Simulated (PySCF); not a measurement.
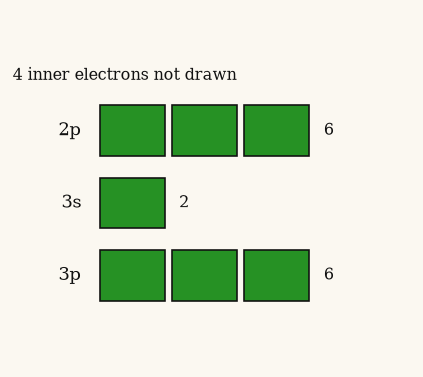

The outer shells of the nominal configuration: a box for each of the 2l + 1 orbitals, shaded by the share of the shell that is filled, with the electron count at the right.

## Atomic calculation, with input and output: Sc³⁺

Sc³⁺, configuration 1s2 2s2 2p6 3s2 3p6, multiplicity 1. Computed at this level: unrestricted M06-L, aug-cc-pVTZ-DK, spin-free X2C-1e, Gaussian nucleus (PySCF).

**Input**
```python
from pyscf import gto, scf, dft, mp, cc
import basis_set_exchange as bse
mol = gto.M(atom="Sc 0 0 0", charge=3, spin=0, symmetry="D2h",
            basis=gto.basis.parse(bse.get_basis("aug-cc-pVTZ-DK", elements=["Sc"], fmt="nwchem")),
            nucmod="G")
mf = dft.UKS(mol, xc="M06L").sfx2c1e()
mf.irrep_nelec = {'Ag': (3, 3), 'B1u': (2, 2), 'B2u': (2, 2), 'B3u': (2, 2)}
mf.kernel()
```

The script is an equivalent of what the driver set up; the driver started from orbitals of its own, so the log can be shorter than this script's would be, and it computed the properties (radii, ⟨L²⟩, response) afterwards. It held the occupations shell by shell, which the script's counts by irreducible representation don't always enforce.

Hardware: 1 CPU thread, shared host.

**Log (extracts)**
```
damping factor = 0
level_shift factor = 0
DIIS = <class 'pyscf.scf.diis.CDIIS'>
diis_start_cycle = 1
diis_space = 10
diis_damp = 0
SCF conv_tol = 1e-09
SCF conv_tol_grad = None
number electrons alpha = 9  beta = 9
XC functionals = M06L
    Y. Zhao and D. G. Truhlar.,  J. Chem. Phys. 125, 194101 (2006)
    Y. Zhao and D. G. Truhlar.,  J. Chem. Phys. 125, 194101 (2006)
    Y. Zhao and D. G. Truhlar.,  Theor. Chem. Acc. 120, 215 (2008)
cycle= 1 E= -762.540732201529  delta_E= -0.00174  |g|= 0.00914  |ddm|= 0.685
cycle= 2 E= -762.540760312715  delta_E= -2.81e-05  |g|= 0.00289  |ddm|= 0.0927
cycle= 3 E= -762.540762508024  delta_E= -2.2e-06  |g|= 6.01e-05  |ddm|= 0.0405
cycle= 4 E= -762.54076250898  delta_E= -9.56e-10  |g|= 1.33e-06  |ddm|= 0.00183
converged SCF energy = -762.54076250898  <S^2> = -2.4868996e-14  2S+1 = 1
```

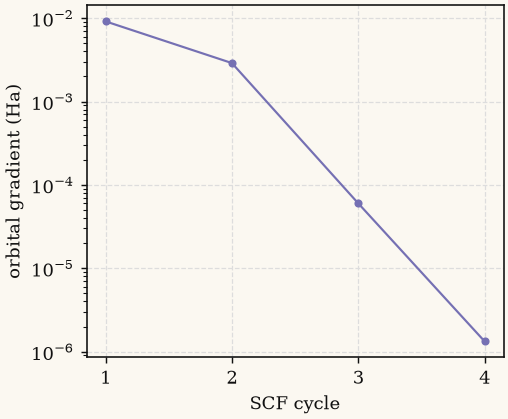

Convergence: orbital gradient against the SCF cycle. The residual falls at every step. It goes from 0.0091 to 1.3×10⁻⁶ in 4 steps.

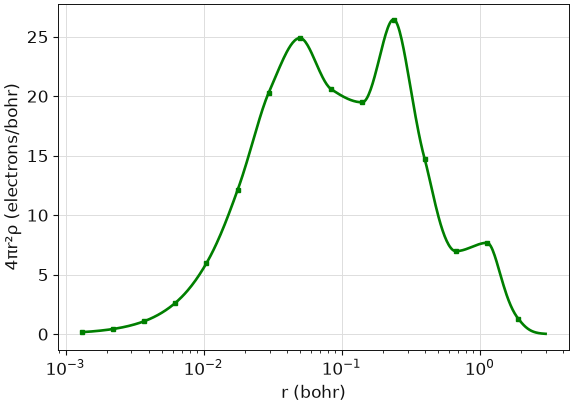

Spherically averaged radial density 4πr²ρ of the mean field; markers are the stored points, which are sparse, and the line is a monotone interpolation between them. The largest stored value is 26.4 electrons/bohr at r = 0.24 bohr. Root-mean-square radii of the shells: 1s 0.0845, 2p 0.341, 2s 0.371, 3s 1.13, 3p 1.22 bohr.

**Summary**

- outcome: converged
- total energy: −762.540763 hartree
- SCF iterations: 4
- CPU time: 1.4 s (integrals apart)
